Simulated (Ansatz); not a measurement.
**Bands, cutoff and cost in G0W0 for LuBrO (layers cut from the bulk crystal)**

Wanted: a G0W0 gap for LuBrO (layers cut from the bulk crystal) that is converged in bands and cutoff, or an estimate of the limit.

Calculated with Ansatz 0.2.0; G0W0 on PBEsol, plane waves, PAW; PAW set soft_1.

In doubt: one-shot GW on d or f shells is unsure (steps 2, 3), so the values of those runs are not to be relied on.

## Step 1: Set-up

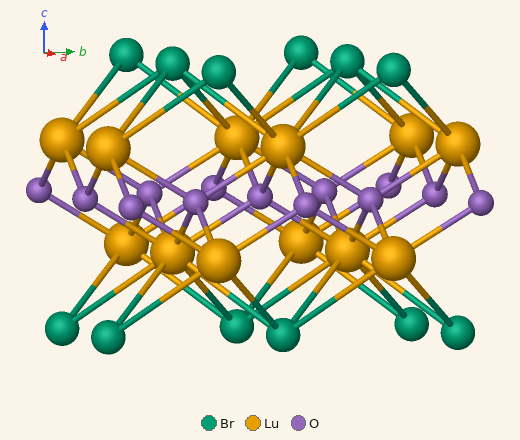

Start, viewed from the side, with the c axis up; bromine teal, lutetium orange, oxygen purple. 2×2×1 cells are drawn. Some periodic images of atoms are drawn too.

The cell holds 6 atoms: 2 Br, 2 Lu and 2 O. Its edges and angles: a = 3.697 Å, b = 3.697 Å, c = 34.200 Å, α = 90.0°, β = 90.0°, γ = 90.0°. It derives from LuBrO. Vacuum lies along c.

Coordinates:

```cif
data_structure
_symmetry_space_group_name_H-M 'P 1'
_symmetry_Int_Tables_number 1
_cell_length_a 3.6969
_cell_length_b 3.6969
_cell_length_c 34.2000
_cell_angle_alpha 90.000
_cell_angle_beta 90.000
_cell_angle_gamma 90.000
_cell_volume 467.40
loop_
_atom_site_label
_atom_site_type_symbol
_atom_site_fract_x
_atom_site_fract_y
_atom_site_fract_z
_atom_site_occupancy
Br1 Br 0.50000 0.00000 0.41971 1
Lu2 Lu 0.00000 0.50000 0.46737 1
O3 O 0.50000 0.50000 0.50000 1
O4 O 0.00000 0.00000 0.50000 1
Lu5 Lu 0.50000 0.00000 0.53263 1
Br6 Br 0.00000 0.50000 0.58029 1
```

The structure was relaxed with PBEsol-D3(BJ). The runs that relaxed it are not among those shown. Spin-orbit coupling is left out unless a step names it. The Coulomb interaction is cut off across the vacuum.

## Step 2: 229 empty bands, screening to 36 eV

Now the one-shot GW correction: screening in the RPA, then the self-energy of the levels asked for. This step takes PAW set soft_1 files.

input.yaml

```yaml
crystal:
  lattice:
    - [3.696852347, 0.0, 0.0]
    - [0.0, 3.696852347, 0.0]
    - [0.0, 0.0, 34.2]
  atoms:
    - { symbol: Br, position: [0.5, 0.0, 0.4197104177] }
    - { symbol: Lu, position: [0.0, 0.5, 0.467370473] }
    - { symbol: O, position: [0.5, 0.5, 0.5] }
    - { symbol: O, position: [0.0, 0.0, 0.5] }
    - { symbol: Lu, position: [0.5, 0.0, 0.532629527] }
    - { symbol: Br, position: [0.0, 0.5, 0.5802895823] }
  periodic: [true, true, false]
kpoints:
  mp_grid: { grid: [6, 6, 1] }
hamiltonian:
  xc: pbesol
  pseudopotentials: { kind: paw, azcp: { folder: soft_1 }, xc_functional: pbe }
scf:
  occupations: { method: fixed }
gw:
  n_empty_bands: 229
  ecut_chi: 36
  qp_bands: [v2, c2]
  qp_kpoints: band_edges
  screening: { model: contour_deformation }
```

Run with:

```bash
> ansatz run input.yaml --threads 3 --pin off --max-ram 92160MiB --backend cuda --events-out ev --progress --plain --runs-dir out --devices 1 --max-vram 13GiB
```

Numbers of over 12 decimals in the logs are rounded to 6 here.

Output:

```text
GPUs: using 1 of 1 available (devices: 1).
Engine: ansatz 0.2.0, x86_64-unknown-linux-gnu
Pseudopotentials: kind: paw
Pseudopotential: Br, paw, valence charge 7, recommended cutoff 420 eV (normal), soft_1/Br.paw.azcp
Pseudopotential: Lu, paw, valence charge 25, recommended cutoff 420 eV (normal), soft_1/Lu.paw.azcp
Pseudopotential: O, paw, valence charge 6, recommended cutoff 420 eV (normal), soft_1/O.paw.azcp
Functional definition: PBEsol
  exchange = pbesol_x
  correlation = pbesol_c
device memory: the entry about to start is reckoned to put 4.4 GiB on a device that reports 12.3 GiB free
GPU FFT provider: cuFFT
GPU libraries: cuBLAS 13.8.2, cuFFT 12.4.0, cuSOLVER 12.3.4
Crystal: 6 atoms, lattice volume = 467.402 Å³
Basis set: ecut = 420 eV, 9147 PW (Γ)
Bands: 46, of which v1, the nominal top of the filled ones, is band 38 counted from 1 (37 counted from 0)
Symmetry: 16 space group operations
Space group: P4/nmm (ITA 129), of the structure as read, at distance tolerance 7.8e-5 Å
k-points: 10 of 36
Non-local potential: Br, projectors of the file, l = 0: 2, l = 1: 2, l = 2: 2
Non-local potential: Lu, projectors of the file, l = 0: 3, l = 1: 2, l = 2: 2, l = 3: 3
Non-local potential: O, projectors of the file, l = 0: 2, l = 1: 2, l = 2: 1
PAW form: soft (Blöchl's): semilocal exchange-correlation on the pseudo side does not see the compensation charge
PAW frozen core: Br, regenerated for the run's functional, and the local potential with it (the file was generated under x = pbe(κ = 0.804, μ = 0.219515), c = pbe(β = 0.066725))
PAW frozen core: Lu, regenerated for the run's functional, and the local potential with it (the file was generated under x = pbe(κ = 0.804, μ = 0.219515), c = pbe(β = 0.066725))
PAW frozen core: O, regenerated for the run's functional, and the local potential with it (the file was generated under x = pbe(κ = 0.804, μ = 0.219515), c = pbe(β = 0.066725))
PAW one-centre angular grid: Br, 110 points (default); XC on 64 Gauss nodes
PAW one-centre angular grid: Lu, 590 points (default); XC on 64 Gauss nodes
PAW one-centre angular grid: O, 110 points (default); XC on 64 Gauss nodes
Initial density: superposition of atomic densities (neutral atoms: chi_scale 0, normalization atom)
Initial wavefunctions: pseudopotential atomic-orbital guess
GPU buffer pool allocated for 150000 grid points (all kernels)
GPU transforms: local potential and band sums: pruned to the plane-wave sphere, on 25×25×240
Functional: x = pbesol(κ = 0.804, μ = 0.123457), c = pbesol(β = 0.046)
SCF iter   1: F=—  HF=-35836.231212 eV  |F-HF|=—  |Δ(HF+E_count)|=         —  Δρ=5.56e-2  dr2=1.94e1  ethr=3.10e-3  ⟨swp⟩=7.0  Hψ=2288  notcnv=0  defer=55
preconditioner: auto → Resta (q_TF=auto, 2.016 Å⁻¹)  ε∞=2.0  [insulator: Δε(μ)=4.467 eV  Ē_g=14.267 eV  n_scr=64 (ndim 8)  ℏωp=14.6 eV  f_vac=0.742  ε∞_Penn≈2.0  vacuum switching on, ρ_ref=1.5e-2 e/Å³]
SCF iter   2: F=—  HF=-35831.821625 eV  |F-HF|=—  |Δ(HF+E_count)|=    4.41e0  Δρ=3.48e-2  dr2=3.32e0  ethr=3.10e-3  ⟨swp⟩=6.3  Hψ=1481  notcnv=0  defer=54
SCF iter   3: F=—  HF=-35831.127868 eV  |F-HF|=—  |Δ(HF+E_count)|=   6.94e-1  Δρ=9.07e-3  dr2=3.31e-1  ethr=3.10e-3  ⟨swp⟩=4.8  Hψ=1026  notcnv=0  defer=54
SCF iter   4: F=—  HF=-35831.109088 eV  |F-HF|=—  |Δ(HF+E_count)|=   1.88e-2  Δρ=4.72e-3  dr2=8.64e-2  ethr=4.36e-4  ⟨swp⟩=4.7  Hψ=1224  notcnv=0  defer=60
SCF iter   5: F=—  HF=-35831.057188 eV  |F-HF|=—  |Δ(HF+E_count)|=   5.19e-2  Δρ=1.80e-3  dr2=1.80e-2  ethr=1.14e-4  ⟨swp⟩=3.5  Hψ=1138  notcnv=0  defer=60
SCF iter   6: F=—  HF=-35831.053543 eV  |F-HF|=—  |Δ(HF+E_count)|=   3.64e-3  Δρ=8.61e-4  dr2=4.22e-3  ethr=2.37e-5  ⟨swp⟩=4.9  Hψ=1075  notcnv=0  defer=60
SCF iter   7: F=—  HF=-35831.052883 eV  |F-HF|=—  |Δ(HF+E_count)|=   6.60e-4  Δρ=1.18e-4  dr2=9.13e-5  ethr=5.56e-6  ⟨swp⟩=2.8  Hψ=804  notcnv=0  defer=60
SCF iter   8: F=—  HF=-35831.052889 eV  |F-HF|=—  |Δ(HF+E_count)|=   6.06e-6  Δρ=3.85e-5  dr2=4.79e-6  ethr=1.20e-7  ⟨swp⟩=3.4  Hψ=1130  notcnv=0  defer=60
SCF iter   9: F=—  HF=-35831.052893 eV  |F-HF|=—  |Δ(HF+E_count)|=   4.16e-6  Δρ=1.68e-5  dr2=1.64e-6  ethr=6.31e-9  ⟨swp⟩=3.1  Hψ=1067  notcnv=0  defer=60
SCF iter  10: F=—  HF=-35831.052893 eV  |F-HF|=—  |Δ(HF+E_count)|=   1.14e-7  Δρ=5.21e-6  dr2=1.30e-7  ethr=2.16e-9  ⟨swp⟩=2.7  Hψ=886  notcnv=0  defer=60
SCF iter  11: F=-35831.052893 eV  HF=-35831.052893 eV  |F-HF|=3.59e-9  |Δ(HF+E_count)|=   1.84e-8  Δρ=1.01e-6  dr2=5.18e-9  ethr=1.32e-10  ⟨swp⟩=22.6  Hψ=2953  notcnv=0
SCF 1 converged in 11 iterations: F = -35831.052893 eV  dr2 = 5.18e-9
  greatest PAW one-centre occupation: 0.998 electrons in one spin orbital (limit 2), on the Lu atom at site 4 (counted from 0), in its partial waves of l = 0
device memory: the entry about to start is reckoned to put 5.4 GiB (of the 5.5 GiB reckoned in all, the device holds 0.1 GiB already) on a device that reports 20.3 GiB free (of which the cap on the GPU budget leaves the run 12.9 GiB)
NSCF: frozen V_eff on 10 k-points
the band table was solved once the SCF had ended and its energy, with any forces and stress, was formed, with the checks that follow a solve (2473 applications of the Hamiltonian). They found nothing against the state; the energy, forces and stress were not computed again (output.eigenvalues in the input reference)
device memory: the entry about to start is reckoned to put 5.1 GiB on a device that reports 19.4 GiB free (of which the cap on the GPU budget leaves the run 13.0 GiB)
NSCF: frozen V_eff on 10 k-points
G₀W₀ screening: q 1/10
[... further progress lines ...]
SCF converged after 11 iterations
Free energy (F): -35831.052893 eV
Harris-Foulkes:  -35831.052893 eV  (|F-HF|=3.59e-9)
Internal energy: -35831.052893 eV  (E = F + TS)
E sigma→0 (E₀):  -35831.052893 eV
Fermi energy:    -7.074626 eV
--- Per-component energies (eV) ---
  E_band       = -1270.025556
  E_kinetic    = 1445.823044
  E_local      = -273953.024558  (includes V_loc(G=0)·N_el)
  E_nonlocal   = 1581.472507
  E_hartree    = 135056.419409
  E_xc         = -948.660998
  E_vxc        = -910.135405  (∫ρ·V_xc dr)
  E_paw        = -19453.609957  (= ΣΔE_a)
  E_vpaw       = 453.001797  (= ΣTr[D̂ρ^β])
  E_aug_tail   = 0.001538  (compensation charges beyond the density's cutoff)
  E_ewald      = 120437.887235
  E_core_change = 2.638887  (= ΣΔE_core)
  E_smearing   = -0.000000  (= −TS)
  E_closure    = 0.000000  (closes the sum)
  Σ components = -35831.052893   (vs F -35831.052893, Δ=0.00e0)
--- Band table (eV; the first three rows and the last of 10) ---
  k-point 0: bands = [... 34 lower, -7.6262, -7.5205, -7.0746, -7.0746, -2.7349, -2.5438, -1.5524 (-1.5524°), -1.1749 (-1.1749°), ... 4 higher]
  k-point 1: bands = [... 34 lower, -7.6019, -7.4685, -7.4061, -7.1520, -2.0678, -1.8266, -1.0879 (-1.0879°), -0.9745 (-0.9745°), ... 4 higher]
  k-point 2: bands = [... 34 lower, -7.6270, -7.5522, -7.4999, -7.2243, -1.3350, -1.3323, -1.0348, -0.8800, ... 4 higher]
  k-point 9: bands = [... 34 lower, -7.7623, -7.7623, -7.4859, -7.4859, -2.1298, -2.1298, -0.5598, -0.5598, ... 4 higher]
  ° read free of the cell's end (the report's vacuum.weakly_bound_levels)
--- G₀W₀: contour deformation, 5 samples at zero and on the imaginary axis and 1 off it, 36 q-points, 229 empty bands' worth ---
  eigenvalues of the whole cell's RPA ε∞ on this k-mesh (on a slab, of 1 + 4πα/V) = 1.1786, 1.8576, 1.8576; static W/v taken at q = 0 is 0.679256
  bands read: the sum over 267 bands ends inside a degenerate multiplet in 4 slots, whose members it reads at an even weight; the widest, k=3: bands 267 to 268 (counted from 1) at 1/2 each
  gw.qp_kpoints: band_edges: 9 of 10 stored k-points solved, in 2 passes; an edge of the gap read off the rows below is read off those points alone
    valence top: of the k-points left out ik 6 came nearest to being solved in a further pass, in band 38 (counted from 1, as in the quasiparticle table): it holds the edge there only if its correction is more favourable than any solved in that band by at least 0.764 eV; those differ by 0.647 eV
    conduction bottom: of the k-points left out ik 6 came nearest to being solved in a further pass, in band 40 (counted from 1, as in the quasiparticle table): it holds the edge there only if its correction is more favourable than any solved in that band by at least 1.082 eV; those differ by 0.400 eV
    ik  band        ε_KS         Σx   Σc(E_QP)       V_xc       Z   E_QP_lin       E_QP  E_QP is
     0    37     -7.0746   -26.6925     3.7609   -21.8249  0.7989    -8.1959    -8.1812  root
     0    38     -7.0746   -26.6925     3.7609   -21.8249  0.7989    -8.1959    -8.1812  root
     0    39     -2.7349    -6.7157    -3.4846   -11.4548  0.8382    -1.4646    -1.4805  root
     0    40     -2.5438    -6.5978    -3.3461   -11.1008  0.8429    -1.3737    -1.3870  root
     1    37     -7.4061   -31.1694     4.5132   -25.2224  0.7901    -8.8671    -8.8397  root
     1    38     -7.1520   -25.0896     3.3811   -20.5888  0.8027    -8.2866    -8.2717  root
     1    39     -2.0678    -7.4774    -3.4816   -12.2647  0.8333    -0.7436    -0.7621  root
     1    40     -1.8266    -7.3488    -3.3194   -11.9038  0.8364    -0.5744    -0.5910  root
     2    37     -7.4999   -21.4720     2.5527   -17.7516  0.8091    -8.6839    -8.6675  root
     2    38     -7.2243   -23.5189     2.9312   -19.4247  0.8073    -8.4033    -8.3872  root
     2    39     -1.3350    -7.7160    -3.3312   -12.3443  0.8363    -0.0200    -0.0380  root
     2    40     -1.3323    -7.9651    -3.4541   -12.8265  0.8355     0.0965     0.0750  root
     3    37     -7.3370   -22.5389     2.6846   -18.6725  0.8090    -8.5354    -8.5188  root
     3    38     -7.3370   -22.5389     2.6846   -18.6725  0.8090    -8.5354    -8.5188  root
     3    39     -1.2949    -8.5448    -3.5620   -13.6449  0.8342     0.2685     0.2432  root
     3    40     -1.2949    -8.5448    -3.5620   -13.6449  0.8342     0.2685     0.2432  root
     4    37     -7.4527   -24.2098     3.2572   -19.6807  0.8012    -8.7455    -8.7245  root
     4    38     -7.1819   -30.9688     4.4892   -25.1470  0.7913    -8.5373    -8.5145  root
     4    39     -1.5817    -8.1308    -3.6748   -13.2539  0.8263    -0.1081    -0.1334  root
     4    40     -1.5553    -8.5457    -3.7249   -13.8017  0.8272     0.0039    -0.0242  root
     5    37     -7.6218   -25.2509     3.4195   -20.4831  0.7981    -8.9944    -8.9700  root
     5    38     -7.3749   -32.1419     4.6137   -26.0522  0.7894    -8.8799    -8.8509  root
     5    39     -1.7072    -8.4494    -3.7354   -13.7235  0.8290    -0.1412    -0.1685  root
     5    40     -1.3439    -8.8277    -3.7989   -14.1836  0.8224     0.2436     0.2130  root
[...]
8    37     -7.5922   -34.6258     4.9130   -27.9945  0.7855    -9.3526    -9.3105  root
     8    38     -7.5922   -34.6258     4.9130   -27.9945  0.7855    -9.3526    -9.3105  root
     8    39     -2.0798    -7.1380    -3.5224   -11.9782  0.8315    -0.7425    -0.7619  root
     8    40     -2.0798    -7.1380    -3.5224   -11.9782  0.8315    -0.7425    -0.7619  root
     9    37     -7.4859   -35.9801     5.1170   -29.1095  0.7841    -9.2830    -9.2394  root
     9    38     -7.4859   -35.9801     5.1170   -29.1095  0.7841    -9.2830    -9.2394  root
     9    39     -2.1298    -6.2923    -3.4257   -10.9073  0.8324    -0.9248    -0.9406  root
     9    40     -2.1298    -6.2923    -3.4257   -10.9073  0.8324    -0.9248    -0.9406  root
```

Run time: 76 s. Hardware: 1 × NVIDIA H100 80GB HBM3 (shared by 6 runs) with 3 threads of AMD EPYC 7R13 (Zen 3), shared host; peak memory 1.7 GiB; 2.1 min of CPU time.

In the SCF lines HF is the Harris–Foulkes energy and dr2 the Hartree energy of the density residual, in eV; the loop may stop once dr2 is under the threshold and the program's other checks hold. Hψ counts applications of the Hamiltonian.

This step gave:

```yaml
bands_summed: 267
plane_waves_in_the_screening_matrix: 225
q_points_in_the_mesh: 36
g0w0_gap_on_the_mesh: 6.701 eV
k_of_the_valence_top: 0, 0, 0
k_of_the_conduction_bottom: 0, 0, 0
starting_gap_on_the_mesh: 4.340 eV
z_at_the_valence_top: 0.7989
z_at_the_conduction_bottom: 0.8382
least_direct_g0w0_gap_on_the_computed_points: 6.701 eV
```

The gap on the mesh goes from 4.34 eV to 6.70 eV, a correction of +2.36 eV. Between the two edge states, bare exchange in place of the xc potential would open the gap by 9.61 eV, and correlation takes back 7.25 eV.

## Step 3: 556 empty bands, screening to 65 eV

Bands and screening cutoff are moved together, since each hides the error of the other.

Changes to input.yaml since step 2:

```diff
@@ -20,5 +20,6 @@
   occupations: { method: fixed }
+  convergence: { dr2_threshold: 1.0e-10 }
 gw:
-  n_empty_bands: 229
-  ecut_chi: 36
+  n_empty_bands: 556
+  ecut_chi: 65.0
   qp_bands: [v2, c2]
```

Output:

```text
GPUs: using 1 of 1 available (devices: 1).
[...]
GPU FFT provider: cuFFT
GPU libraries: cuBLAS 13.8.2, cuFFT 12.4.0, cuSOLVER 12.3.4
Crystal: 6 atoms, lattice volume = 467.402 Å³
Basis set: ecut = 420 eV, 9147 PW (Γ)
Bands: 46, of which v1, the nominal top of the filled ones, is band 38 counted from 1 (37 counted from 0)
Symmetry: 16 space group operations
[...]
k-points: 10 of 36
[...]
GPU buffer pool allocated for 150000 grid points (all kernels)
[...]
SCF iter   1: F=—  HF=-35836.231212 eV  |F-HF|=—  |Δ(HF+E_count)|=         —  Δρ=5.56e-2  dr2=1.94e1  ethr=3.10e-3  ⟨swp⟩=7.0  Hψ=2288  notcnv=0  defer=55
[...]
SCF iter  13: F=-35831.052893 eV  HF=-35831.052893 eV  |F-HF|=5.82e-11  |Δ(HF+E_count)|=  1.46e-10  Δρ=6.49e-8  dr2=1.81e-11  ethr=1.00e-12  ⟨swp⟩=23.3  Hψ=3121  notcnv=0
SCF 1 converged in 13 iterations: F = -35831.052893 eV  dr2 = 1.81e-11
[...]
NSCF: frozen V_eff on 10 k-points
[...]
G₀W₀ screening: q 1/10
[... further progress lines ...]
SCF converged after 13 iterations
Free energy (F): -35831.052893 eV
[...]
Internal energy: -35831.052893 eV  (E = F + TS)
E sigma→0 (E₀):  -35831.052893 eV
Fermi energy:    -7.074610 eV
[...]
--- Band table (eV; the first three rows and the last of 10) ---
  k-point 0: bands = [... 34 lower, -7.6262, -7.5204, -7.0746, -7.0746, -2.7348, -2.5438, -1.5523 (-1.5523°), -1.1749 (-1.1749°), ... 4 higher]
  k-point 1: bands = [... 34 lower, -7.6018, -7.4684, -7.4060, -7.1520, -2.0678, -1.8266, -1.0878 (-1.0878°), -0.9744 (-0.9744°), ... 4 higher]
  k-point 2: bands = [... 34 lower, -7.6270, -7.5522, -7.4998, -7.2243, -1.3349, -1.3322, -1.0347, -0.8799, ... 4 higher]
  k-point 9: bands = [... 34 lower, -7.7623, -7.7623, -7.4859, -7.4859, -2.1298, -2.1298, -0.5597, -0.5597, ... 4 higher]
  ° read free of the cell's end (the report's vacuum.weakly_bound_levels)
[...]
0    37     -7.0746   -26.6922     3.7387   -21.8247  0.7894    -8.2185    -8.2035  root
     0    38     -7.0746   -26.6922     3.7387   -21.8247  0.7894    -8.2185    -8.2035  root
     0    39     -2.7348    -6.7157    -3.6200   -11.4548  0.8364    -1.6035    -1.6158  root
     0    40     -2.5438    -6.5978    -3.4504   -11.1007  0.8411    -1.4805    -1.4912  root
     1    37     -7.4060   -31.1694     4.6473   -25.2224  0.7800    -8.7275    -8.7056  root
     1    38     -7.1520   -25.0894     3.2965   -20.5886  0.7942    -8.3734    -8.3562  root
     1    39     -2.0678    -7.4774    -3.6242   -12.2647  0.8308    -0.8903    -0.9046  root
     1    40     -1.8266    -7.3488    -3.4407   -11.9038  0.8339    -0.6993    -0.7124  root
[...]
9    37     -7.4859   -35.9804     5.3727   -29.1097  0.7735    -9.0141    -8.9838  root
     9    38     -7.4859   -35.9804     5.3727   -29.1097  0.7735    -9.0141    -8.9838  root
     9    39     -2.1298    -6.2923    -3.5472   -10.9073  0.8307    -1.0496    -1.0620  root
     9    40     -2.1298    -6.2923    -3.5472   -10.9073  0.8307    -1.0496    -1.0620  root
```

Wall time 2.4 min (1 × NVIDIA H100 80GB HBM3 (shared by 6 runs) with 3 threads); peak memory 2.6 GiB.

This step gave:

```yaml
bands_summed: 594
plane_waves_in_the_screening_matrix: 593
q_points_in_the_mesh: 36
g0w0_gap_on_the_mesh: 6.588 eV
k_of_the_valence_top: 0, 0, 0
k_of_the_conduction_bottom: 0, 0, 0
starting_gap_on_the_mesh: 4.340 eV
z_at_the_valence_top: 0.7894
z_at_the_conduction_bottom: 0.8364
least_direct_g0w0_gap_on_the_computed_points: 6.588 eV
```

Against the run with 6×6×1 mesh, 229 empty bands, screening to 36 eV, PAW set soft_1 files, the gap moves by −0.11 eV.

## Step 4: The runs together

Times are wall times on 1 × NVIDIA H100 80GB HBM3 (shared by 6 runs) with 3 threads of AMD EPYC 7R13 (Zen 3), shared host, good to a factor of about two.

```csv
mesh,files,frequency,bands summed,cutoff (eV),start (eV),G0W0 (eV),time,host memory (GiB)
6×6×1,PAW set soft_1,contour deformation,267,36,4.340,6.701,76 s,1.7
6×6×1,PAW set soft_1,contour deformation,594,65,4.340,6.588,2.4 min,2.6
```

The parts of the quasiparticle energy at the two band edges (eV; QP = start + Σx + Σc − Vxc):

```csv
run,edge,start,Σx,Σc,Vxc,Z,QP
267 bands,valence top,-7.07,-26.69,3.76,-21.82,0.80,-8.18
267 bands,conduction bottom,-2.73,-6.72,-3.48,-11.45,0.84,-1.48
594 bands,valence top,-7.07,-26.69,3.74,-21.82,0.79,-8.20
594 bands,conduction bottom,-2.73,-6.72,-3.62,-11.45,0.84,-1.62
```

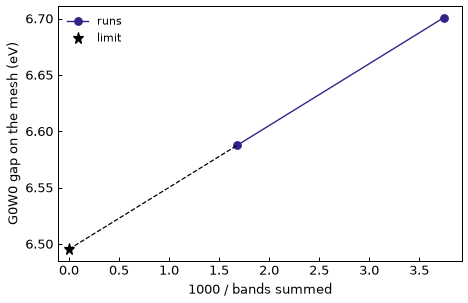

The gap against one over the number of bands; the dashed line carries the two highest rungs to the limit.

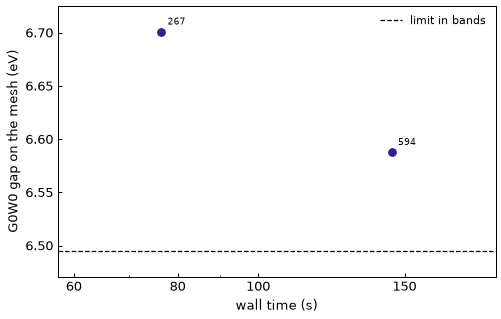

Result against wall time.

## Step 5: Results

| Quantity | Value |
| --- | --- |
| 267 bands, 36 eV | 6.701 eV |
| 594 bands, 65 eV | 6.588 eV |
| estimated limit in bands and cutoff | 6.50 eV |
| mesh and start | 6×6×1, PBEsol |

What this shows: A line in one over the bands through the two rungs gives 6.50 eV, −0.09 eV from the top rung; with two points alone it is an unchecked estimate. The rungs stand 0.21 eV (267 bands) and 0.09 eV (594 bands) from it. From 267 to 594 bands the gap moves by −0.11 eV. Σc changes by −0.02 eV at the valence top and −0.14 eV at the conduction bottom, so the conduction edge carries most of the change. The mesh in the plane is coarse for a sheet; gap and any exciton binding can still move on denser ones. The many-body steps are scalar-relativistic: spin-orbit coupling is not in them.

[Paths, hosts, dates, memory and timing lines, banners, echoed tables and standing remarks are left out of the program output.]

[Logs are printed without paths, hosts, clocks, repeated set-up lines and the standing remarks that a program may print on its own settings, such as how far it seeks lower states.]

[Runs of the session that timed out or met a known fault of the program may be left out.]

[Cells called generated may have been cut or substituted from an entry of the Crystallography Open Database or the Materials Project.]

[Hosts, paths, dates, database ids (printed as entryN), source tags and the programs' standing remarks are cut or masked in the printed files.]
